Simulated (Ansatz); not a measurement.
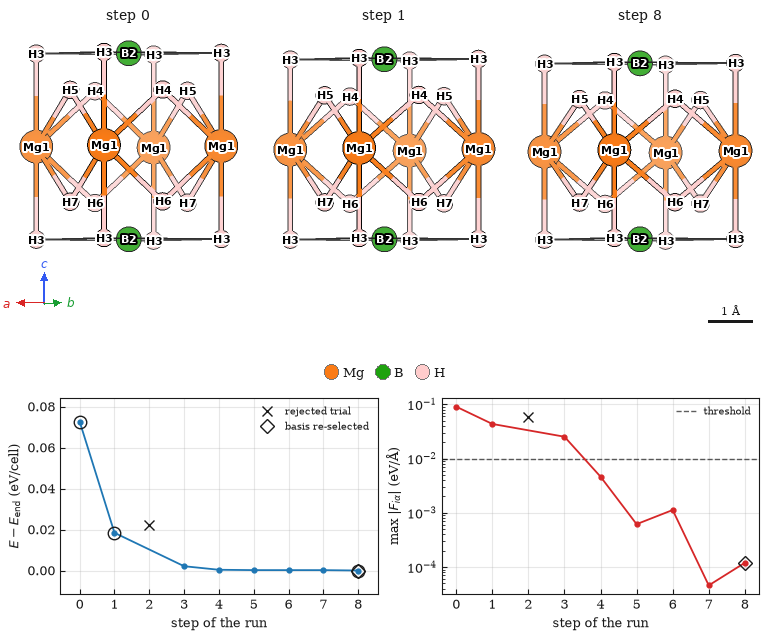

Frames of a relaxation of solid MgBH₅ (built on the SiSnPd5-123 type type), marked on the history of the run. A ball-and-stick model of the cell of the calculation, seen from a free direction.

The calculation used DFT, r2SCAN+rVV10, plane waves, PAW (Ansatz). Set-up: plane-wave cutoff 500 eV; k-point mesh 8 × 8 × 6; occupations fermi dirac; smearing width 0.03 eV; no spin polarisation; cell and atoms relaxed; force threshold 0.01 eV/Å; at most 120 steps.

What happens along the run?

Answer. After 6 accepted moves (8 points after the start) the energy has fallen by 72.7 meV per cell of the calculation. The largest force component goes from 0.09 to 0.00012 eV/Å. Pressure: 0.21 GPa at the start and 0.00 GPa at the end. The line search rejected the trial step at point 2 of the run. At 1 point the geometry stayed and the basis and grid were re-selected for the new cell (energy shift of 0.2 meV per cell of the calculation at most each time). The largest moves relative to the cell, 0.026 Å, are those of H4, H5, H6 and H7. H4 goes along −c. B and Mg stay in place. The drawn cell changes as follows: a = b 3.092 → 3.191 Å (+3.2 %), c 4.247 → 4.015 Å (−5.5 %); the volume changes by +0.7 %. Near-neighbour distances that change, for instance: Mg1–H3 2.124 → 2.008 Å, Mg1–H4 2.005 → 1.985 Å. Among the angles between lasting bonds that change: Mg1–H4–Mg1 100.9° → 107.0°. The space group stays P4/mmm (No. 123). From step 0 to 1: volume +0.1 %, energy −54.3 meV per cell of the calculation. From step 1 to 8: volume +0.6 %, energy −18.4 meV per cell of the calculation.

```json
{"step": "0", "E − E(0), meV/atom": "0.00", "largest force component, eV/Å": "0.0902", "pressure, GPa": "0.21", "volume, Å³/atom": "5.799", "note": ""}
{"step": "1", "E − E(0), meV/atom": "-7.75", "largest force component, eV/Å": "0.0434", "pressure, GPa": "0.31", "volume, Å³/atom": "5.806", "note": ""}
{"step": "2", "E − E(0), meV/atom": "-7.24", "largest force component, eV/Å": "0.0587", "pressure, GPa": "0.64", "volume, Å³/atom": "5.849", "note": "rejected"}
{"step": "3", "E − E(0), meV/atom": "-10.08", "largest force component, eV/Å": "0.0252", "pressure, GPa": "-0.92", "volume, Å³/atom": "5.912", "note": ""}
{"step": "4", "E − E(0), meV/atom": "-10.33", "largest force component, eV/Å": "0.0046", "pressure, GPa": "0.37", "volume, Å³/atom": "5.816", "note": ""}
{"step": "5", "E − E(0), meV/atom": "-10.35", "largest force component, eV/Å": "0.0006", "pressure, GPa": "-0.01", "volume, Å³/atom": "5.844", "note": ""}
{"step": "6", "E − E(0), meV/atom": "-10.36", "largest force component, eV/Å": "0.0011", "pressure, GPa": "-0.01", "volume, Å³/atom": "5.844", "note": ""}
{"step": "7", "E − E(0), meV/atom": "-10.36", "largest force component, eV/Å": "0.0000", "pressure, GPa": "0.00", "volume, Å³/atom": "5.843", "note": ""}
{"step": "8", "E − E(0), meV/atom": "-10.38", "largest force component, eV/Å": "0.0001", "pressure, GPa": "0.00", "volume, Å³/atom": "5.843", "note": "same geometry, new basis"}
```
